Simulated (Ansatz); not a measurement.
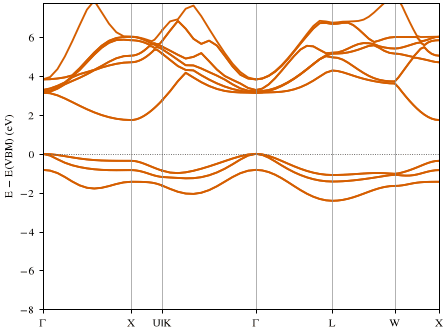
Figure: Band structure from DFT-r²SCAN with spin–orbit coupling in the program Ansatz with PAW potentials

Read off the gap and where the band edges lie.

About 1.7 eV (1.74 eV by a search for the band edges); maximum at Γ, minimum at X.

The material is BaTe (rock salt, Fm-3m).

The cell was relaxed with r²SCAN under the symmetry of its start; of distortions, only those at the zone centre were tested.

Potentials: the later of the program's two PAW sets.
